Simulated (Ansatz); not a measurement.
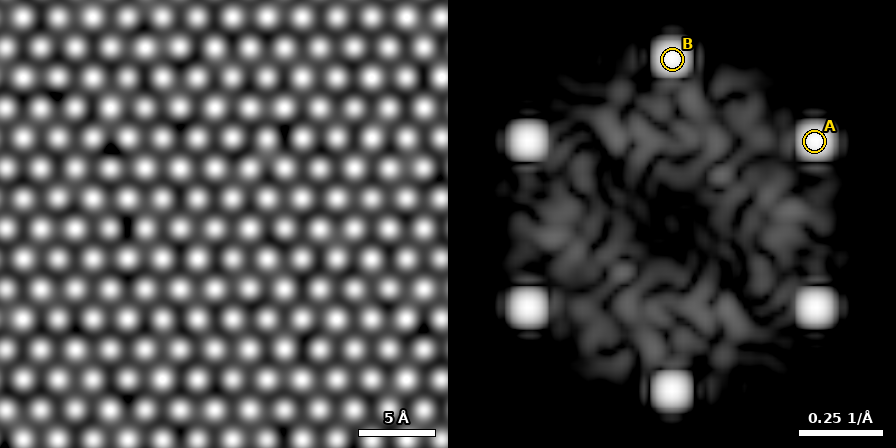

iDPC-like image of a crystal. Simulated as the projected potential of neutral atoms (B = 0.3 Å²) blurred by a 0.90 Å probe, the thin-sample limit of integrated differential phase contrast. The display is stretched by a gamma of 0.65; percentages refer to the linear signal. The speckle of an amorphous layer was added.

The right panel is the modulus of the image's Fourier transform on a logarithmic scale.

**Which lattice spacings do the marked spots stand for, and what angle do A and B enclose?**

A: 2.0 Å, B: 2.0 Å; A and B enclose about 60°.

The crystal is Au2BrCl (R-3m, No. 166) along [001]; the spots are (-2 1 0) and (-1 -1 0). Structure used: the geometry relaxed with DFT PBE, scalar-relativistic, plane waves, PAW (Ansatz 0.2.0); the starting structure was generated, so it need not be a known form of this composition.
